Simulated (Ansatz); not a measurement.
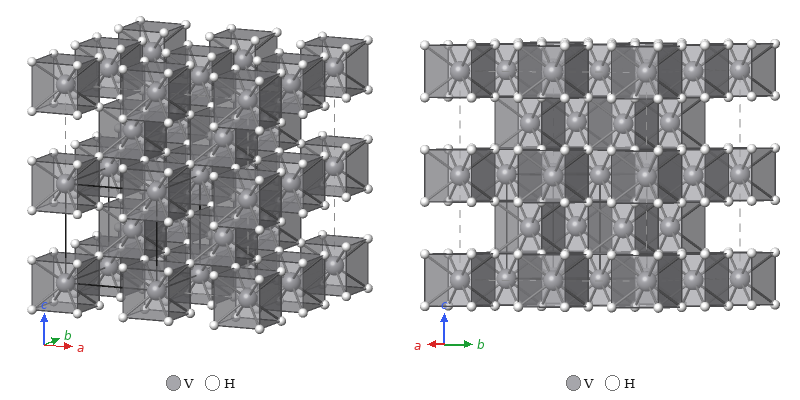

Polyhedra are drawn about V (bonds: H–V below 2 Å); other atoms are plain spheres. Two views of the same piece.

VH₄ (space group Im-3m, No. 229). Coordinates: the end point of a relaxation with Ansatz 0.2.0, DFT PBE, scalar-relativistic, plane waves, PAW; the starting structure was generated, so it need not be a known form of this composition.

**What figure surrounds each V atom, and what does it share with the other drawn polyhedra?**

V: VH8 cube, sharing corners with eight neighbours.

**How do these polyhedra hang together as a whole?**

They form a three-dimensional framework of corner-sharing cubes.
